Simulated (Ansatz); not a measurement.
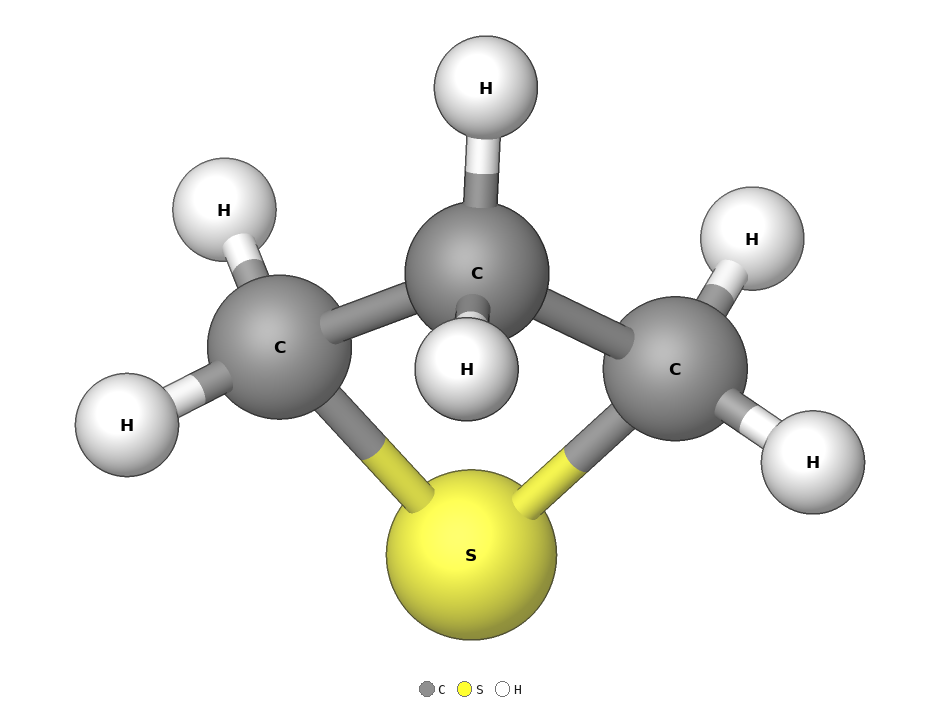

Ball-and-stick drawing of a structure.

The geometry was computed by an optimisation with PBE0-D4/def2-TZVP.

Description:

It has 10 atoms: 3 carbon, 6 hydrogen and 1 sulfur (C₃H₆S). As SMILES it reads `C1CSC1`. Independent rings (smallest set): 1 of 4 members. Among its groups: thioether. This geometry has Cs symmetry. Coordination, clear cases only: 1 C tetrahedral; 1 S bent.

The parts below concern this one geometry. Atoms keep their numbers from picture to picture.

**Levels of theory compared**

Program: Ansatz 0.2.0.

At this fixed geometry, give dipole (D), HOMO energy (eV), HOMO–LUMO gap (eV) at these levels: B3LYP-D4/def2-TZVPP; PBE-D4/def2-TZVPP; r2SCAN-D4/def2-TZVPP; ωB97M-V/def2-TZVPP.

| level | dipole (D) | HOMO energy (eV) | HOMO–LUMO gap (eV) |
| --- | --- | --- | --- |
| B3LYP-D4/def2-TZVPP | 1.88 | −6.04 | 5.96 |
| PBE-D4/def2-TZVPP | 1.84 | −5.04 | 4.20 |
| r2SCAN-D4/def2-TZVPP | 1.96 | −5.26 | 4.69 |
| ωB97M-V/def2-TZVPP | 1.87 | −8.49 | 10.63 |

**Charges**

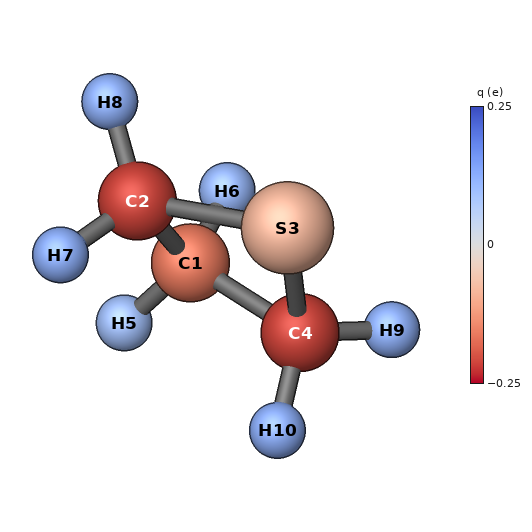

Atoms are coloured by their Mulliken charges. Properties computed with RKS ωB97M-V/def2-TZVPP (Ansatz 0.2.0).

List the Mulliken charges.

```csv
atom,value (e)
C1,−0.16
C2,−0.21
S3,−0.08
C4,−0.21
H5,0.09
H6,0.10
H7,0.12
H8,0.11
H9,0.11
H10,0.12
```

**Thermal motion**

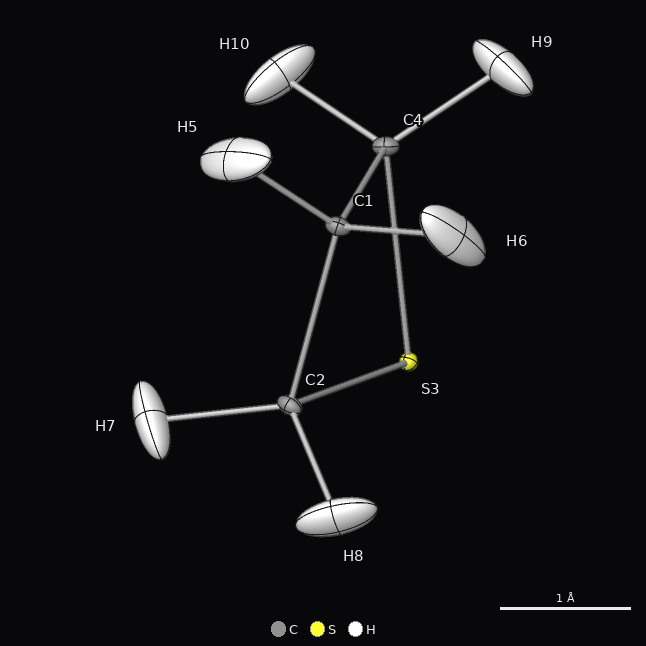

Displacement ellipsoids at the 50 % level, from the internal vibrations of the free molecule (harmonic, no overall translation or rotation; no half-axis is drawn under 0.075 Å). Vibrations computed with RKS PBE0-D4/def2-TZVP (Ansatz 0.2.0). Temperature: 400 K.

Which atom moves most?

Answer. H6, with U_eq = 0.0263 Å².

Does H6 move more along its bond or across it?

Answer. Across it: the root-mean-square amplitude is 0.092 Å along the bond and up to 0.242 Å across, since bending and torsion are softer than stretching.

List U_eq and the three principal root-mean-square amplitudes for each kind of atom.

| atom | U_eq (Å²) | rms amplitudes (Å) |
| --- | --- | --- |
| C1 | 0.0022 | 0.028, 0.039, 0.066 |
| C2, C4 | 0.0025 | 0.034, 0.039, 0.070 |
| S3 | 0.00069 | 0.015, 0.025, 0.035 |
| H5 | 0.0255 | 0.082, 0.120, 0.235 |
| H6 | 0.0263 | 0.082, 0.117, 0.242 |
| H7, H10 | 0.0233 | 0.083, 0.122, 0.219 |
| H8, H9 | 0.0223 | 0.083, 0.125, 0.211 |

Mulliken values depend strongly on the basis set and can even reverse the polarity of a bond.
